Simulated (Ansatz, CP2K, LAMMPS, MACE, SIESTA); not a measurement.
# Codes compared on amorphous 59Ga2O3-41P2O5 (mol %) (64 atoms)

How near do other programs and methods come to a plane-wave reference for amorphous 59Ga2O3-41P2O5 (mol %) (64 atoms)? A plane-wave run serves as the reference.

Calculated with Ansatz 0.2.0; Kohn-Sham DFT, PBE, PAW, plane waves.

### 1. The starting structure

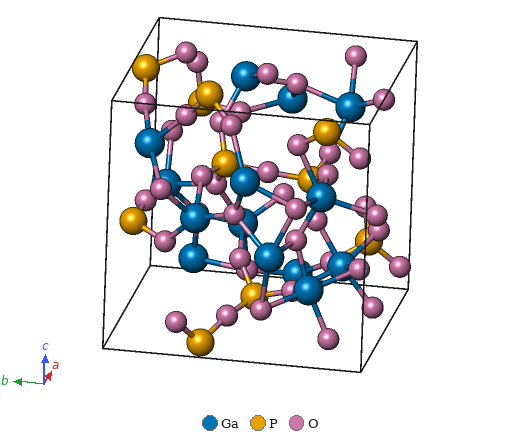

The starting structure, seen from a free direction (gallium blue, phosphorus orange, oxygen pink). Some periodic images of atoms are drawn too.

The cell holds 64 atoms: 13 Ga, 9 P and 42 O. Its edges and angles: a = 9.303 Å, b = 9.303 Å, c = 9.303 Å, α = 90.0°, β = 90.0°, γ = 90.0°. 64 atoms (13 Fe, 9 P, 42 O) placed at random at 3.33 g/cm³, melted at 5000 K for 10 ps at fixed volume with the Morse and Coulomb pair potential with partial charges (Pedone, Malavasi, Menziani, Cormack and Segre, J. Phys. Chem. B 110, 11780 (2006)). Quenched from 5000 K to 300 K at 100 K/ps and fixed volume, held 10 ps at zero pressure, then minimised at fixed cell. Then Fe was replaced by Ga and the cell scaled by 1.005 (the potential has no terms for the new elements, so the cell is a start for a DFT relaxation).

### 2. The reference run

The PAW files are the set soft_2.

Input file input.yaml:

```yaml
crystal:
  lattice:
    - [9.30295, 0.0, 0.0]
    - [0.0, 9.30295, 0.0]
    - [0.0, 0.0, 9.30295]
  atoms:
    - { symbol: Ga, position: [0.9253, 0.41696, 0.04723] }
    - { symbol: Ga, position: [0.7174, 0.90024, 0.43323] }
    - { symbol: Ga, position: [0.00246, 0.47447, 0.72317] }
    - { symbol: Ga, position: [0.54291, 0.17938, 0.22837] }
    [... 54 atom lines left out ...]
    - { symbol: O, position: [0.21121, 0.16625, 0.04722] }
    - { symbol: O, position: [0.82083, 0.59487, 0.0817] }
    - { symbol: O, position: [0.55023, 0.49687, 0.97243] }
    - { symbol: O, position: [0.84911, 0.46861, 0.38974] }
    - { symbol: O, position: [0.10906, 0.529, 0.55028] }
    - { symbol: O, position: [0.08683, 0.8129, 0.63228] }
kpoints:
  mp_grid: { grid: [1, 1, 1] }
hamiltonian:
  xc: pbe
scf:
  occupations: { method: fermi_dirac, width: 0.05 }
output:
  forces: true
  eigenvalues: true
```

On the command line:

```console
ansatz run input.yaml --threads 16 --pin off --max-ram 31232MiB --backend cpu --events-out ev --progress --plain --runs-dir out
```

Numbers of over 12 decimals in the logs are rounded to 6 here.

Log:

```text
[...]
Pseudopotentials: kind: paw
Pseudopotential: Ga, paw, valence charge 13, recommended cutoff 420 eV (normal), Ga.paw.azcp
Pseudopotential: P, paw, valence charge 5, recommended cutoff 420 eV (normal), P.paw.azcp
Pseudopotential: O, paw, valence charge 6, recommended cutoff 420 eV (normal), O.paw.azcp
[...]
Crystal: 64 atoms, lattice volume = 805.123 Å³
Basis set: ecut = 420 eV, 15659 PW (Γ), exchange–correlation on 128×128×128 points (8 copies of the dense FFT grid, shifted against one another)
Bands: 297, of which v1, the nominal top of the filled ones, is band 233 counted from 1 (232 counted from 0)
Symmetry: 1 space group operations
Space group: P1 (ITA 1), of the structure as read, at distance tolerance 9.3e-5 Å
k-points: 1
[...]
Initial density: superposition of atomic densities (neutral atoms: chi_scale 0, normalization atom), corrected by the library's trained network
Initial wavefunctions: pseudopotential atomic-orbital guess
[...]
SCF iter   1: F=—  HF=-79826.081931 eV  |F-HF|=—  |Δ(HF+E_count)|=         —  Δρ=3.73e-3  dr2=1.95e-1  ethr=1.77e-3  ⟨swp⟩=6.0  Hψ=1335  notcnv=0  defer=48
preconditioner: auto → Resta (q_TF=auto, 2.491 Å⁻¹)  ε∞=3.7  [insulator: Δε(μ)=1.607 eV  Ē_g=17.141 eV  σ=0.050 eV  W_gap=1.00  n_scr=202 (ndim 8)  ℏωp=28.3 eV  f_vac=0.159  D(μ)=0.00/eV (n_scr^D=0)  ε∞_Penn≈3.7]
SCF iter   2: F=—  HF=-79826.049166 eV  |F-HF|=—  |Δ(HF+E_count)|=   3.28e-2  Δρ=2.14e-3  dr2=4.24e-2  ethr=4.18e-5  ⟨swp⟩=3.0  Hψ=541  notcnv=0  defer=59
SCF iter   3: F=—  HF=-79826.043017 eV  |F-HF|=—  |Δ(HF+E_count)|=   6.15e-3  Δρ=9.79e-4  dr2=1.44e-2  ethr=9.09e-6  ⟨swp⟩=2.0  Hψ=431  notcnv=0  defer=32
automatic band count: iteration 3 solves 270 bands in place of 297: the levels show a gap, and the empty bands left out lie too high to hold charge; the band table lists the bands solved (type scf.n_extra_bands for more)
SCF iter   4: F=—  HF=-79826.040241 eV  |F-HF|=—  |Δ(HF+E_count)|=   2.78e-3  Δρ=3.79e-4  dr2=1.21e-3  ethr=3.09e-6  ⟨swp⟩=2.0  Hψ=431  notcnv=0  defer=32
SCF iter   5: F=—  HF=-79826.040131 eV  |F-HF|=—  |Δ(HF+E_count)|=   1.10e-4  Δρ=1.92e-4  dr2=3.05e-4  ethr=2.61e-7  ⟨swp⟩=3.0  Hψ=459  notcnv=0  defer=32
[...]
SCF iter   9: F=—  HF=-79826.041608 eV  |F-HF|=—  |Δ(HF+E_count)|=   6.84e-7  Δρ=6.23e-6  dr2=3.42e-7  ethr=3.85e-10  ⟨swp⟩=3.0  Hψ=488  notcnv=0  defer=32
SCF iter  10: F=-79826.041608 eV  HF=-79826.041608 eV  |F-HF|=1.20e-8  |Δ(HF+E_count)|=   8.98e-8  Δρ=2.93e-6  dr2=7.25e-8  ethr=2.15e-11  ⟨swp⟩=15.0  Hψ=1306  notcnv=0
SCF 1 converged in 10 iterations: F = -79826.041608 eV  dr2 = 7.25e-8
[...]
SCF converged after 10 iterations
Free energy (F): -79826.041608 eV
Harris-Foulkes:  -79826.041608 eV  (|F-HF|=1.20e-8)
Internal energy: -79826.041601 eV  (E = F + TS)
E sigma→0 (E₀):  -79826.041605 eV
Entropy (-TS):   -0.000007 eV (-0.000 meV/atom)
Fermi energy:    5.977360 eV
--- Per-component energies (eV) ---
[...]
Σ components = -79826.041608   (vs F -79826.041608, Δ=0.00e0)
--- Forces (eV/Å), atoms counted from 1 ---
  atom   1  Ga     1.24685123    -0.55234070     1.08216967
  atom   2  Ga     0.52299969    -0.58130163    -0.51827912
  atom   3  Ga     0.06009462     1.13032793     0.16445312
  atom   4  Ga     1.01220100    -0.44694060    -0.06966634
[...]
atom  64  O      3.24480699     0.86706136    -0.90934065
  max |Σ_I F_I| component: 8.42e-5 eV/Å
--- Band table (eV) ---
  k-point 0: bands = ["-17.4804", "-17.4076", "-17.1994", "-16.4600", [... 254 levels ...], "12.4875", "12.7690", "12.7873", "12.8174", "12.9178", "13.0204", "13.0920", "13.1076", "13.1916", "13.3076", "13.4233", "13.5415"]
```

Wall time 4.2 s (16 threads of Arm Neoverse N1, shared host); peak memory 1.1 GiB.

In the SCF lines HF is the Harris–Foulkes energy and dr2 the Hartree energy of the density residual, in eV; the loop may stop once dr2 is under the threshold and the program's other checks hold. Hψ counts applications of the Hamiltonian.

Read from the output:

| Item | Value |
| --- | --- |
| free energy | -79826.0416 eV |
| free energy per atom | -1247.2819 eV/atom |
| SCF cycles | 10 |
| r.m.s. force component | 1.043 eV/Å |
| longest force | 3.48 eV/Å |
| Fermi energy | 5.977 eV |
| gap (highest filled to lowest empty level) | 1.286 eV |

Neighbours are counted within 2.50 Å (O-Ga), 1.98 Å (O-P).

Length of the force by element and coordination:

| element | coordination | atoms | mean length of the force (eV/Å) | spread | least | most |
| --- | --- | --- | --- | --- | --- | --- |
| Ga | all | 13 | 1.22 | 0.514 | 0.575 | 2.52 |
| Ga | 4 | 1 | 0.925 | 0 | 0.925 | 0.925 |
| Ga | 5 | 6 | 0.945 | 0.179 | 0.591 | 1.14 |
| Ga | 6 | 6 | 1.55 | 0.586 | 0.575 | 2.52 |
| O | all | 42 | 1.68 | 0.760 | 0.628 | 3.48 |
| O | 2 | 23 | 1.54 | 0.507 | 0.628 | 2.32 |
| O | 3 | 16 | 2.01 | 0.956 | 0.632 | 3.48 |
| O | 4 | 3 | 0.986 | 0.157 | 0.772 | 1.14 |
| P | all | 9 | 2.07 | 0.735 | 0.869 | 3.10 |

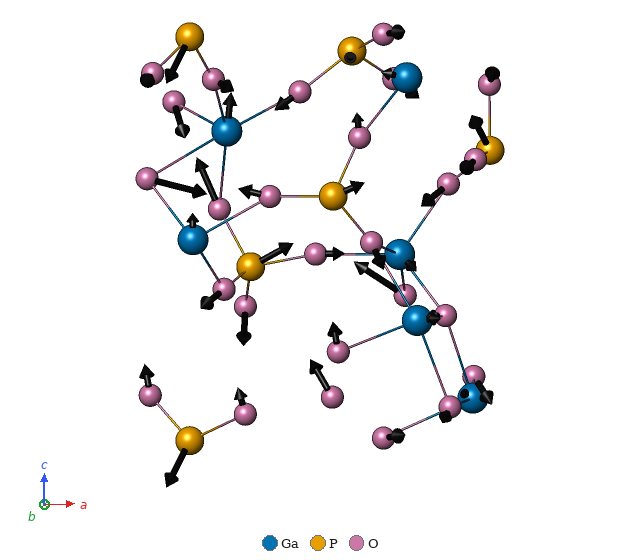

Forces as arrows; the longest in the cell is 3.48 eV/Å. Drawn is a stretch of 8 Å of the 9 Å that the cell measures along a and a slice 5 Å thick, seen along the normal of the ac plane. Bonds to atoms that aren't drawn are left out.

The levels nearest the highest filled one (over half full), pooled over k-points and spins:

| level less the highest filled one (eV) | occupation |
| --- | --- |
| -0.964 | 2 |
| -0.924 | 2 |
| -0.742 | 2 |
| -0.344 | 2 |
| -0.153 | 2 |
| 0 | 2 |
| 1.29 | 0 |
| 2.53 | 0 |
| 2.72 | 0 |
| 3.05 | 0 |
| 3.15 | 0 |
| 3.51 | 0 |

### 3. Local order

Density 3.83 g/cm³, 12.58 Å³ an atom.

Pair distribution functions g(r), in bins of 0.2 Å:

| r (Å) | total | O-O | O-Ga | O-P | Ga-Ga | Ga-P | P-P |
| --- | --- | --- | --- | --- | --- | --- | --- |
| 1.40 | 0.07 | 0.00 | 0.00 | 0.39 | 0.00 | 0.00 | 0.00 |
| 1.60 | 2.33 | 0.00 | 0.00 | 12.65 | 0.00 | 0.00 | 0.00 |
| 1.80 | 0.45 | 0.00 | 1.69 | 0.00 | 0.00 | 0.00 | 0.00 |
| 2.00 | 1.49 | 0.00 | 5.59 | 0.00 | 0.00 | 0.00 | 0.00 |
| 2.20 | 0.59 | 0.00 | 2.23 | 0.00 | 0.00 | 0.00 | 0.00 |
| 2.40 | 0.94 | 1.93 | 0.42 | 0.00 | 0.00 | 0.00 | 0.00 |
| 2.60 | 1.00 | 2.16 | 0.25 | 0.00 | 0.00 | 0.00 | 0.00 |
| 2.80 | 0.87 | 1.85 | 0.07 | 0.00 | 0.94 | 0.34 | 0.00 |
| 3.00 | 0.85 | 1.41 | 0.20 | 0.28 | 2.50 | 0.60 | 0.00 |
| 3.20 | 1.02 | 1.11 | 0.17 | 0.57 | 1.87 | 4.98 | 1.62 |
| 3.40 | 1.00 | 0.53 | 0.75 | 1.39 | 1.64 | 4.30 | 0.00 |
| 3.60 | 0.96 | 0.62 | 1.35 | 1.16 | 1.46 | 1.08 | 0.00 |
| 3.80 | 0.96 | 0.83 | 1.01 | 1.52 | 0.82 | 0.00 | 1.05 |
| 4.00 | 1.00 | 0.69 | 1.32 | 1.44 | 0.72 | 0.34 | 1.94 |
| 4.20 | 1.05 | 0.72 | 1.60 | 1.62 | 0.00 | 0.15 | 0.47 |
| 4.40 | 1.14 | 0.84 | 1.85 | 1.01 | 0.39 | 0.85 | 1.60 |
| 4.60 | 0.95 | 1.08 | 0.87 | 0.84 | 0.72 | 0.78 | 1.47 |

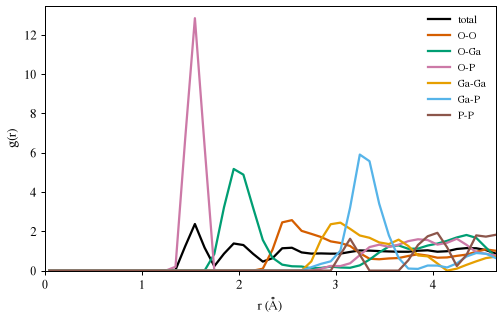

Pair distribution functions, lightly smoothed.

Bonds by pair of elements; cutoffs follow the first minimum of g(r), held within bounds set by covalent radii, and pairs that aren't listed don't count as bonded:

| pair A-B | cutoff (Å) | bonds | mean length (Å) | spread (Å) | shortest (Å) | B about A | A about B |
| --- | --- | --- | --- | --- | --- | --- | --- |
| O-Ga | 2.5 | 70 | 2.05 | 0.135 | 1.81 | 1.67 | 5.38 |
| O-P | 1.98 | 36 | 1.53 | 0.018 | 1.49 | 0.857 | 4 |

How many atoms have how many bonded neighbours:

| element | mean | 2 | 3 | 4 | 5 | 6 |
| --- | --- | --- | --- | --- | --- | --- |
| Ga | 5.38 | 0 | 0 | 1 | 6 | 6 |
| O | 2.52 | 23 | 16 | 3 | 0 | 0 |
| P | 4 | 0 | 0 | 9 | 0 | 0 |

Oxygen atoms by the number of network formers (Si, P, Ge, B, Al, As, Ga) bound to them:

| network formers bound to O | O atoms | per cent |
| --- | --- | --- |
| 0 | 0 | 0 |
| 1 | 0 | 0 |
| 2 | 23 | 54.8 |
| 3 | 16 | 38.1 |
| 4 | 3 | 7.1 |

Network units: each former by its oxygen neighbours and how many of them bridge to another former:

| former | O neighbours | bridging O | atoms |
| --- | --- | --- | --- |
| P | 4 | 4 | 9 |
| Ga | 4 | 4 | 1 |
| Ga | 5 | 5 | 6 |
| Ga | 6 | 6 | 6 |

Rings of the network by King's shortest-path rule, up to 12 atoms, one path for each pair of neighbours; H, halogens, alkali and alkaline-earth atoms are left out, and the last column divides by all other atoms, bonded or not:

| ring size (atoms) | rings | per network atom |
| --- | --- | --- |
| 4 | 16 | 0.25 |
| 6 | 25 | 0.391 |
| 8 | 44 | 0.688 |
| 10 | 40 | 0.625 |
| 12 | 9 | 0.141 |

### 4. The ladder

The programs:
- CP2K 2026.2: Gaussian basis with GTH pseudopotentials and a plane-wave density; labels give functional, basis (MOLOPT sets; SR short-range, UZH the newer set with its own potentials), grid cutoff/relative cutoff and solver (OT: orbital transformation; TRS4, TC2, SIGN: linear-scaling purification with its sparsity filter), or its built-in tight binding.
- MACE: machine-learned potential, published weights.
- SIESTA 5.4.2: numerical atomic orbitals, whose automatically made sets are far from complete, with PseudoDojo norm-conserving potentials that we converted to its format (checked against plane waves on the same files for H, C, O, Si, Ge and Ca alone); labels give functional, basis size, energy shift and mesh cutoff.

All use the same cell and atoms; the electronic-structure runs use the same k-mesh, and an electronic temperature of 580 K (0.05 eV) where levels are smeared.

Differences are against the plane-wave reference, forces as r.m.s. over components; share is that over the reference's r.m.s. force, slope the least-squares factor from reference forces to these. Total energies of different programs have different zeros and aren't compared.

| run | Δ force, r.m.s. (meV/Å) | share (%) | slope | Δ gap (eV) | cores | CPU time | memory (GiB) |
| --- | --- | --- | --- | --- | --- | --- | --- |
| reference | - | - | - | - | 16 | 51 s | 1.1 |
| CP2K PBE, DZVP-MOLOPT-SR, 600/40 Ry, OT DIIS | 98.6 | 9.46 | 1.043 | -0.107 | 4 | 13 min | 2.5 |
| CP2K PBE, SZV-MOLOPT-SR, 600/40 Ry, OT DIIS (coarse) | 3103 | 297 | 2.985 | -0.759 | 4 | 6.5 min | 2.0 |
| MACE MP-0b2 small potential | 184 | 17.6 | 0.873 | - | 4 | 12 s | 0.68 |
| SIESTA PBE, DZP, shift 0.01 Ry, mesh 350 Ry | 275 | 26.4 | 1.193 | -0.158 | 4 | 5.6 min | 1.6 |
| SIESTA PBE, SZ, shift 0.02 Ry, mesh 350 Ry (coarse) | 3006 | 288 | 2.911 | -0.629 | 4 | 80 s | 0.97 |

Rows marked coarse were listed beforehand as settings not expected to be converged; some can still land near the reference.

Times of the machine-learned potentials are mostly Python's start and the loading of weights.

CPU time is summed over cores on a shared host, where runs went side by side, so it is rough. Symmetry, cutoffs, thresholds, outputs and thread counts weren't matched or tuned between programs; memory under MPI is the largest rank's times the ranks.

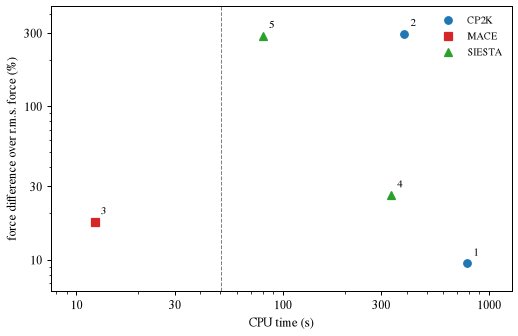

Force difference against CPU time; the dashed line marks the reference's time. Points: 1 CP2K PBE, DZVP-MOLOPT-SR, 600/40 Ry, OT DIIS; 2 CP2K PBE, SZV-MOLOPT-SR, 600/40 Ry, OT DIIS; 3 MACE MP-0b2 small potential; 4 SIESTA PBE, DZP, shift 0.01 Ry, mesh 350 Ry; 5 SIESTA PBE, SZ, shift 0.02 Ry, mesh 350 Ry.

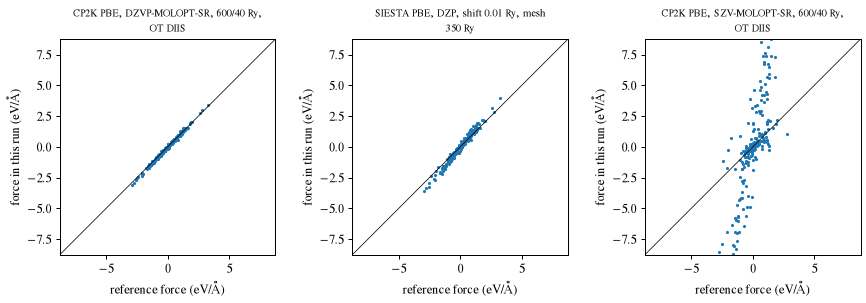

Force components against those of the reference; the line marks equality. Points beyond the frame are left out.

Runs without a result: CP2K PBE, SZV-MOLOPT-SR, 600/40 Ry, TC2 filter 1e-06, SCF 1e-06 (cut off at its time limit of 2 min).

Mean charges by element (e), by run and scheme:

| run | scheme | Ga | P | O |
| --- | --- | --- | --- | --- |
| CP2K PBE, DZVP-MOLOPT-SR, 600/40 Ry, OT DIIS | Mulliken | +0.85 | +0.82 | -0.44 |
| CP2K PBE, DZVP-MOLOPT-SR, 600/40 Ry, OT DIIS | Hirshfeld | +0.58 | +0.47 | -0.28 |
| SIESTA PBE, DZP, shift 0.01 Ry, mesh 350 Ry | Hirshfeld | +0.50 | +0.40 | -0.24 |

### 5. What came out

```json
{
  "reference r.m.s. force component": "1.04 eV/Å",
  "nearest in forces": "CP2K PBE, DZVP-MOLOPT-SR, 600/40 Ry, OT DIIS, 9.5 %",
  "farthest in forces": "CP2K PBE, SZV-MOLOPT-SR, 600/40 Ry, OT DIIS (coarse), 297 %",
  "cheapest electronic-structure run beside the reference": "SIESTA PBE, SZ, shift 0.02 Ry, mesh 350 Ry, 80 s of CPU time"
}
```

In words: The PBE runs in local orbitals, coarse settings apart, differ by 9.5 % (CP2K PBE, DZVP-MOLOPT-SR, 600/40 Ry, OT DIIS) to 26 % (SIESTA PBE, DZP, shift 0.01 Ry, mesh 350 Ry); basis, grid and potentials can all enter. Machine-learned potentials differ by 18 % (MACE MP-0b2 small potential); they were trained on other programs' data. Runs with settings chosen to be coarse differ by 288 % (SIESTA PBE, SZ, shift 0.02 Ry, mesh 350 Ry) to 297 % (CP2K PBE, SZV-MOLOPT-SR, 600/40 Ry, OT DIIS), their programs' other errors included. None of the electronic-structure runs in the table takes under half the reference's CPU time of 51 s; they take 1.6 to 16 times as much. SIESTA PBE, DZP, shift 0.01 Ry, mesh 350 Ry stiffens the forces by a factor of 1.19 while following their directions (correlation 0.989). At the same functional, gaps differ from the reference's 1.29 eV by between -0.76 and -0.11 eV. Charges hang on scheme and program or settings: among these rows the mean for P runs from +0.40 to +0.82 e. In the reference: filled and empty levels are parted by 1.29 eV (at Γ alone); a semilocal functional tends to put such gaps too low. In a disordered cell it changes from sample to sample, and tail or defect levels can set it. In the reference: for some of the pairs, g(r) has its first main peak near 2.5 Å (O-O), 2.0 Å (O-Ga), 1.5 Å (O-P), 3.0 Å (Ga-Ga) and 3.3 Å (Ga-P). Machine-learned potentials mimic data converged in k, so the reference's own k-point error enters their differences. The quench rate of 100 K/ps is many orders above laboratory rates, so the cell is likely richer in defects and strain than a real sample. The network of bonds at the start is that of the classical potential that made the cell, and needn't be the one that DFT or experiment would give. The electronic-structure runs sample only Γ, in a cell whose shortest periodic width is 9 Å.

[Also dropped from logs without a mark: logging warnings of Python, and SIESTA's first energy breakdown and zero terms.]

[Logs are printed without paths, hosts, clocks, repeated set-up lines and the standing remarks that a program may print on its own settings, such as how far it seeks lower states.]

[Hosts, paths, dates, database ids (printed as entryN), source tags and the programs' standing remarks are cut or masked in the printed files.]
